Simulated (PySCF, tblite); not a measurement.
**C₈H₉BS: geometry, infrared bands and NMR shifts**

What infrared bands and NMR shifts should C₈H₉BS (`CC(=S)B1C=CC=CC=C1`) show?

The runs use tblite 0.8.0 and PySCF 2.14.0, with density-fitted response routines of our own; the level of theory stands in each step. All values are computed, except where a source is named. Atoms are numbered from 0 throughout.

## (1) The molecule as given

19 atoms, charge 0, multiplicity 1; geometry from: force field or distance geometry start.

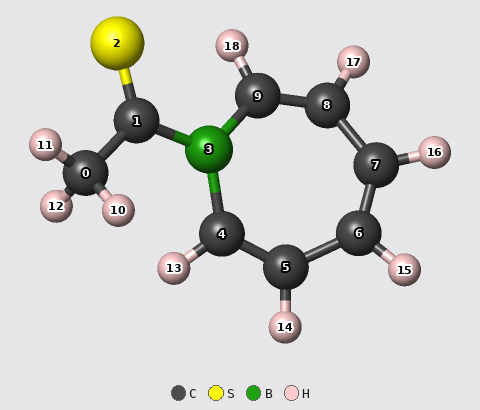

As it starts; carbon dark grey, sulfur yellow, boron green, hydrogen pink, atoms numbered.

## (2) Geometry optimisation with GFN2-xTB

The job: settings as JSON, then the geometry in Å.

```
{"job": {"kind": "relax", "xc": "GFN2-xTB", "basis": "xTB"}, "charge": 0, "multiplicity": 1}
C      3.046700     0.241800     0.453700
C      2.019900    -0.773100    -0.001300
S      2.466300    -2.128500    -0.259000
B      0.495900    -0.357300    -0.194700
C      0.106500     1.147600    -0.072200
C     -1.115600     1.634300     0.155100
C     -2.326500     0.872800     0.485100
C     -2.636700    -0.377300     0.139700
C     -1.853000    -1.331900    -0.677900
C     -0.535700    -1.385800    -0.791100
H      2.639700     0.816700     1.317600
H      3.993100    -0.224800     0.775400
H      3.245700     0.946200    -0.370400
H      0.914700     1.866000    -0.190300
H     -1.201600     2.720400     0.241500
H     -3.092400     1.428400     1.032000
H     -3.631500    -0.722300     0.415100
H     -2.422500    -2.143000    -1.129000
H     -0.122700    -2.221000    -1.336600
```

The run is started by

```bash
$ OMP_NUM_THREADS=1 python probes_run.py task.json out
```

The driver reads the jobs from task.json and runs them one after another.

**Question.** This job is followed by: GFN2-xTB harmonic vibrations, gas phase; GIAO PBE0/pcSseg-1 NMR shielding, non-relativistic, gas phase. Predict these results of the whole session: strongest single infrared mode (GFN2-xTB); zero-point energy (GFN2-xTB); 13C shifts against TMS (PBE0/pcSseg-1, means over atoms taken as alike); 1H shifts against TMS (PBE0/pcSseg-1, means over atoms taken as alike); 33S shifts against CS2 (PBE0/pcSseg-1); 11B shifts against BF3·OEt2 (PBE0/pcSseg-1).

**Answer**, as computed:

```
                                                               quantity                                 value
                              strongest single infrared mode (GFN2-xTB)                 1467 cm⁻¹, 104 km/mol
                                           zero-point energy (GFN2-xTB)                         90.8 kcal/mol
13C shifts against TMS (PBE0/pcSseg-1, means over atoms taken as alike)  331.0, 159.7, 156.9, 143.9, 49.4 ppm
 1H shifts against TMS (PBE0/pcSseg-1, means over atoms taken as alike)            8.35, 8.25, 7.68, 3.73 ppm
                                 33S shifts against CS2 (PBE0/pcSseg-1)                              1288 ppm
                            11B shifts against BF3·OEt2 (PBE0/pcSseg-1)                              38.7 ppm
```

**Reading.** The optimisation took 126 steps and gained 1.388 eV; among the close pairs (by a distance rule), C1–S2 changed most, from 1.450 to 1.639 Å. All 51 modes are real, so the xTB geometry is a minimum. GFN2-xTB is a fitted tight-binding method: band positions and strengths are rough. Its intensities can rank the bands wrongly. C1 (thiocarbonyl carbon) lies farthest downfield among carbon, at 331.0 ppm; the small n→π* gap of C=S deshields it strongly. At PBE0/pcSseg-1: The widest tensor belongs to S2: span 3072 ppm, with a paramagnetic part of -1842 ppm. NICS(1)zz of -17 ppm above the planar ring from B3 marks a diatropic (aromatic) ring current.
